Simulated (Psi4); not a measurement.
# BPH6 (SMILES [BH3-][PH3+]) at PBE0/def2-SVP (Cholesky decomposition, cholesky tolerance 1e-05, sweep point 7)

What is the vertical ionisation energy of BPH6 at PBE0/def2-SVP (Cholesky decomposition, cholesky tolerance 1e-05, sweep point 7)? 

Program for the calculation: Psi4 1.11.

2 further runs of the same task are left out: 2 set aside as unsound or not needed.

**1. The molecule**

The species is BPH6 (8 atoms), meant as a singlet with charge 0. As SMILES, `[BH3-][PH3+]`. The coordinates come from a PBE0-D4/def2-TZVP relaxation.

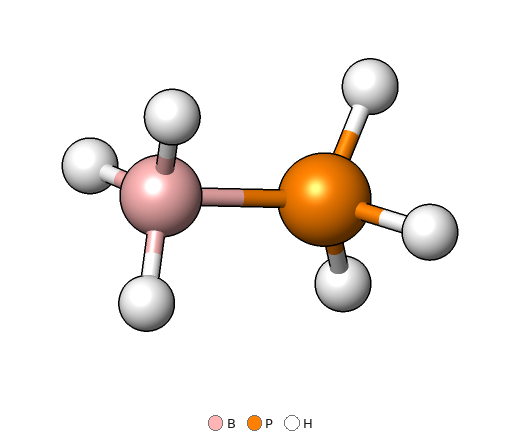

Viewed from a chosen angle; boron pink, phosphorus orange, hydrogen white.

**2. The energy at PBE0/def2-SVP (Cholesky decomposition, cholesky tolerance 1e-05, sweep point 7)**

File calc.dat:

```
memory 1600 MB

molecule {
  0 1
  B     -0.556100     0.227200    -0.914000
  P      0.433900    -0.181600     0.667700
  H     -1.693400     0.343100    -0.520100
  H     -0.367800    -0.730200    -1.628000
  H     -0.055500     1.254200    -1.309900
  H      0.418800     0.755700     1.718800
  H      1.823100    -0.380300     0.547100
  H      0.089200    -1.345200     1.382600
  units angstrom
  symmetry c1
}

set basis def2-SVP
set reference rks
set puream true
set scf_type cd
set dft_radial_points 99
set dft_spherical_points 590
set cholesky_tolerance 1e-05

E, wfn = energy("pbe0", return_wfn=True)
```

Run with:

```bash
psi4 -n 1 calc.dat calc.out
```

calc.out, cut to the lines that bear on the results:

```text
[...]
  Running in c1 symmetry.
[...]
  Nuclear repulsion =   59.544517156228110
[...]
  Multiplicity = 1
[...]
  Nalpha       = 13
  Nbeta        = 13
[...]
    Number of basis functions: 62
[...]
   @RKS iter   1:  -369.31138134839415   -1.68416e-01   7.47334e-03 DIIS/ADIIS
[...]
   @RKS iter   7:  -369.47900243258215   -2.32462e-08   3.42200e-07 DIIS
[...]
    Orbital Energies [Eh]
    ---------------------
    Doubly Occupied:
       1A    -77.259718     2A     -6.723252     3A     -6.671297
       4A     -4.811408     5A     -4.811408     6A     -4.807920
       7A     -0.723509     8A     -0.516480     9A     -0.452884
      10A     -0.452864    11A     -0.328912    12A     -0.311601
      13A     -0.311592
[...]
  @RKS Final Energy:  -369.47900243258215
   => Energetics <=
    Nuclear Repulsion Energy =             59.5445171562281104
    One-Electron Energy =                -625.9484295791498880
    Two-Electron Energy =                 219.1114481750670677
    DFT Exchange-Correlation Energy =     -22.1865381847274428
    Empirical Dispersion Energy =           0.0000000000000000
    VV10 Nonlocal Energy =                  0.0000000000000000
    Total Energy =                       -369.4790024325821491
[...]
 Multipole Moments:
 ------------------------------------------------------------------------------------
     Multipole            Electronic (a.u.)      Nuclear  (a.u.)        Total (a.u.)
 ------------------------------------------------------------------------------------
 L = 1.  Multiply by 2.5417464519 to convert [e a0] to [Debye]
 Dipole X            :          1.1331915           -0.2562415            0.8769500
 Dipole Y            :         -0.4682952            0.1061634           -0.3621318
 Dipole Z            :          1.8094874           -0.4084037            1.4010836
 Magnitude           :                                                    1.6921040
[...]
```

Run time: 19 s. Hardware: 1 thread of Intel Xeon Platinum 8259CL at 2.50GHz (Skylake/Cascade Lake), shared host; peak memory 0.96 GiB.

**3. The doublet cation**

File job.inp:

```
memory 1600 MB

molecule {
  1 2
  B     -0.556100     0.227200    -0.914000
  P      0.433900    -0.181600     0.667700
  H     -1.693400     0.343100    -0.520100
  H     -0.367800    -0.730200    -1.628000
  H     -0.055500     1.254200    -1.309900
  H      0.418800     0.755700     1.718800
  H      1.823100    -0.380300     0.547100
  H      0.089200    -1.345200     1.382600
  symmetry c1
}

set reference uks
set puream true
set scf_type cd
set dft_radial_points 99
set dft_spherical_points 590
set cholesky_tolerance 1e-05
set maxiter 150

energy("pbe0/def2-SVP")
print_variables()
```

Run with:

```bash
psi4 -n 1 job.inp job.out
```

job.out, cut to the lines that bear on the results:

```text
[...]
  Running in c1 symmetry.
[...]
  Nuclear repulsion =   59.544517156228110
[...]
  Multiplicity = 2
[...]
  Nalpha       = 13
  Nbeta        = 12
[...]
    Number of basis functions: 62
[...]
   @UKS iter   1:  -368.90581422969484    2.37152e-01   6.70324e-03 DIIS/ADIIS
[...]
   @UKS iter  13:  -369.07553713705607    4.11273e-08   9.19245e-07 DIIS
[...]
   @S^2 Observed:                7.581810484E-01
[...]
    Orbital Energies [Eh]
    ---------------------
    Alpha Occupied:
       1A    -77.474605     2A     -7.031835     3A     -6.889212
       4A     -5.029108     5A     -5.028577     6A     -5.026570
       7A     -0.949896     8A     -0.812189     9A     -0.690191
      10A     -0.663145    11A     -0.639368    12A     -0.608529
      13A     -0.572746
    Alpha Virtual:
      14A     -0.186239    15A     -0.175679    16A     -0.157253
      17A     -0.113524    18A     -0.087940    19A     -0.086867
      20A     -0.051453    21A      0.037733    22A      0.050919
      23A      0.067005    24A      0.142872    25A      0.145506
[...]
  @UKS Final Energy:  -369.07553713705607
   => Energetics <=
    Nuclear Repulsion Energy =             59.5445171562281104
    One-Electron Energy =                -619.5987180310701206
    Two-Electron Energy =                 212.9288318589212565
    DFT Exchange-Correlation Energy =     -21.9501681211353343
    Empirical Dispersion Energy =           0.0000000000000000
    VV10 Nonlocal Energy =                  0.0000000000000000
    Total Energy =                       -369.0755371370560169
[...]
 Multipole Moments:
 ------------------------------------------------------------------------------------
     Multipole            Electronic (a.u.)      Nuclear  (a.u.)        Total (a.u.)
 ------------------------------------------------------------------------------------
 L = 1.  Multiply by 2.5417464519 to convert [e a0] to [Debye]
 Dipole X            :          0.1863706           -0.2562415           -0.0698709
 Dipole Y            :          0.1235784            0.1061634            0.2297417
 Dipole Z            :          0.5259738           -0.4084037            0.1175701
 Magnitude           :                                                    0.2673686
[...]
```

It took 38 s on 1 thread of Intel Xeon Platinum 8259CL at 2.50GHz (Skylake/Cascade Lake), shared host; peak memory 0.96 GiB.

**4. Outcome**

Level: PBE0/def2-SVP (Cholesky decomposition, cholesky tolerance 1e-05, sweep point 7).

| quantity | value |
| --- | --- |
| singlet BPH6: total energy | -369.47900 Eh |
| singlet BPH6: dipole moment | 4.30 D |
| singlet BPH6: HOMO energy | -8.48 eV |
| singlet BPH6: LUMO energy | 0.79 eV |
| singlet BPH6: HOMO–LUMO gap | 9.27 eV |
| doublet cation: total energy | -369.07554 Eh |
| doublet cation: HOMO energy (highest over α and β) | -15.48 eV |
| doublet cation: LUMO energy (lowest over α and β) | -13.41 eV |
| doublet cation: ⟨S²⟩ | 0.758 |
| vertical ionisation energy (to the doublet cation) | 10.979 eV |

**Reading.** The vertical ionisation energy comes to 10.98 eV (1059 kJ/mol). The negative HOMO energy of the first species, 8.48 eV, lies 2.50 eV below that difference.
